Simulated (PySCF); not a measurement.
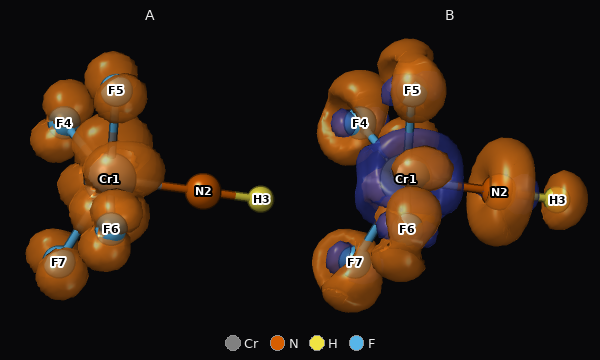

*Cr(NH)F4 (CrF4HN). The Fukui function f⁺ from two separate SCF calculations and the density of the LUMO, at ±0.03 e/Å³ (orange positive, blue negative).*

Method: BP86/def2-SVPD; geometry: GFN2-xTB; program: PySCF. This is a single-reference result, which may miss multireference character in this system. No frequency check shows the geometry to be a minimum. GFN2-xTB bond lengths at metals and heavier atoms can be off by up to 0.1 Å and shapes distorted, which carries into these values.

The calculation's input:

```python
import numpy as np
from pyscf import gto, scf, dft
from pyscf.scf import atom_ks, atom_hf
from scipy.linalg import block_diag

def solve(mol, dm0=None, hcore=None):
    mf = (dft.UKS if mol.spin else dft.RKS)(mol, xc='bp86')
    mf.grids.level = 3
    mf = mf.density_fit(auxbasis='def2-universal-jkfit')
    mf.conv_tol, mf.max_cycle = 1e-8, 80
    if hcore is not None:
        mf.get_hcore = lambda *args: hcore
    mf.kernel(dm0)
    if not mf.converged:
        mf = mf.newton().run(mf.mo_coeff, mf.mo_occ, max_cycle=30)
    assert mf.converged, 'SCF not converged'
    return mf

mol = gto.M(atom='''
Cr    -0.00024     0.00010     0.00014
N      0.00001    -0.00018     1.63367
H      0.00136    -0.00837     2.64542
F      1.28678    -1.05069    -0.39169
F      1.05150     1.28655    -0.39075
F     -1.28678     1.05137    -0.39044
F     -1.05103    -1.28644    -0.39206
''', basis='def2-svpd', charge=0, spin=0, verbose=4)
mf = solve(mol)
out = dict(e0=mf.e_tot, dm0=mf.make_rdm1(), c=mf.mo_coeff, occ=mf.mo_occ, eps=mf.mo_energy)
for name, dq, spin in [('cation', 1, 1), ('anion', -1, 1)]:
    ion = mol.copy().set(charge=mol.charge + dq, spin=spin).build()
    mi = solve(ion)
    if spin and dq > 0 and mol.nao < 130:
        c, _, stable, _ = mi.stability(return_status=True)
        if not stable:
            mi = solve(ion, mi.make_rdm1(c, mi.mo_occ))
    print(name, 'vertical energy change / eV', (mi.e_tot - mf.e_tot) * 27.211386)
    out.update({'e_' + name: mi.e_tot, 'dm_' + name: mi.make_rdm1(), 's2_' + name: mi.spin_square()[0], 'eps_' + name: mi.mo_energy, 'occ_' + name: mi.mo_occ})
# spherically averaged free atoms, for the promolecule
atm = atom_ks.get_atm_nrks(mol, xc='bp86')
pro = block_diag(*[(atm[a[0]][2] * atm[a[0]][3]) @ atm[a[0]][2].T for a in mol._atom])
np.savez('result.npz', pro=pro, **out)
```

Command:

```sh
OMP_NUM_THREADS=1 python input.py
```

The run took 2.4 min on 1 thread of Intel(R) Xeon(R) Platinum 8259CL CPU @ 2.50GHz (Skylake/Cascade Lake), with other jobs on the host, peak memory 0.58 GiB.

Partitions, critical points and surface values were worked out afterwards from this run's density.

> Which panel is which, and how good is the frozen-orbital picture?

B is f⁺ (it has negative regions), A the LUMO density. The LUMO lies on Cr1 (68 %) and F4, F5, F6 and F7 (8 % each); f⁺ (Hirshfeld-condensed) is largest on Cr1 (0.22), N2 (0.15) and F4, F5, F6 and F7 (0.13 each); the vertical electron affinity is 3.40 eV (the stability of the anion's solution wasn't checked; the anion's highest orbital has positive energy, so this value and f⁺ depend on the basis). Relaxation shifts 46 % of the electron between atoms. The orbital energy is −6.84 eV.
